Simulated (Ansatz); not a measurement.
**F3HOTi···PH3: density, localisation and related maps**

```xyz
10

Ti   -0.1007    0.1071    0.0498
O    -0.2005    0.2804    1.8985
H    -0.6914   -0.2709    2.5199
F     1.5461    0.2055   -0.5207
F    -0.9366    1.4594   -0.6448
F    -0.9136   -1.3199   -0.5262
P     1.7021   -2.7462    1.3712
H     0.6053   -3.1906    0.5739
H     2.3866   -2.1398    0.2764
H     1.0511   -1.5440    1.7758
```

Not at a stationary point (largest force 1.9 eV/Å).

These are results of RKS B3LYP-D4/def2-SVP (Ansatz 0.2.0), not measurements.

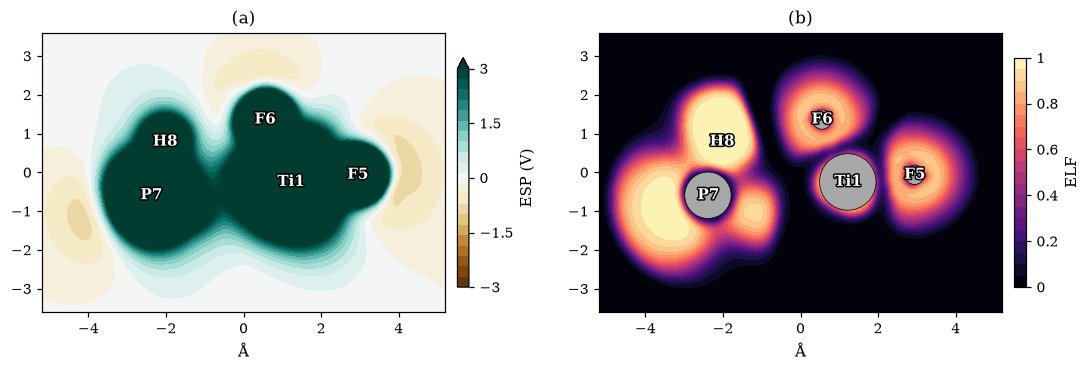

Figure 1. (a) molecular electrostatic potential; (b) electron localisation function on the plane of atoms F5, Ti1 and F6. Grey discs cover the atomic cores in the ELF map.

Describe what can be read from this map.

Answer.
- The section cuts through Ti, F, P and H sites.
- Ti–F (1.73 Å): the ELF peaks at about 0.85 in the valence shell of F, 0.5 Å from its nucleus, and drops to about 0.20 between the two atoms.
- P–H (1.43 Å): the ELF climbs to about 1 towards the hydrogen, as it does in any bond to H.
- The ELF also peaks beside P7, away from the bonds: lone-pair regions.
- Outside the dense part of the complex the potential is most negative (−0.9 V) near F5.

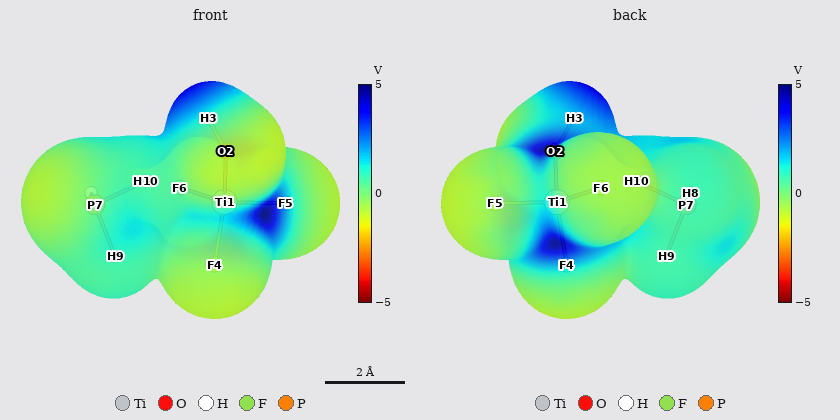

Figure 2. The electrostatic potential painted on the density surface at 0.004 e/bohr³, seen from the front and from behind; red is negative and blue positive.

Describe the electrostatic potential map.

Answer. The most negative region (about −1.0 V) lies over O2, the most positive (about +4.4 V) over Ti1. O2 is the likeliest acceptor of a hydrogen bond.

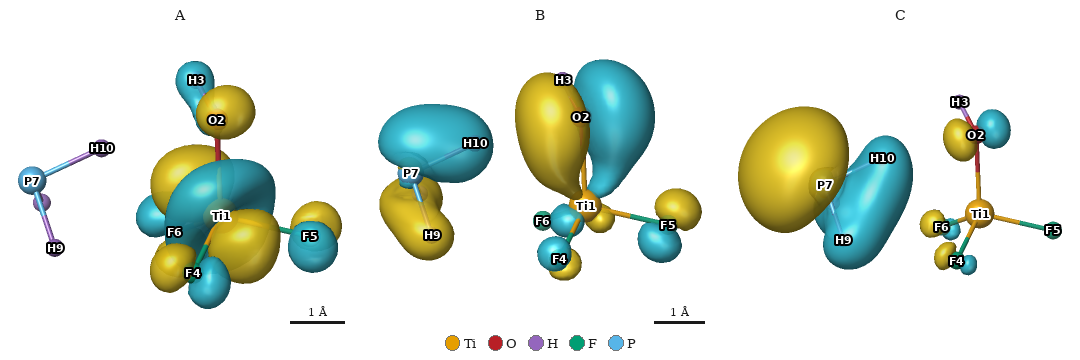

Figure 3. Three frontier orbitals at ±0.1 Å⁻³ᐟ² (yellow and cyan are the two phases), in no order.

Which picture is the HOMO−1, the HOMO and the LUMO?

Answer. B is the HOMO−1 (−9.42 eV). By Hirshfeld shares it lies mainly on O2 (about 60 %), P7 (about 15 %) and Ti1 (about 10 %). C is the HOMO (−7.61 eV). It lies mainly on P7 (about 80 %); largely a lone pair of P7. A is the LUMO (−3.07 eV). Its weight (Hirshfeld) is mainly on Ti1 (about 80 %) and F6 (about 5 %).

What is the HOMO–LUMO gap?

Answer. 4.54 eV between the orbital energies.
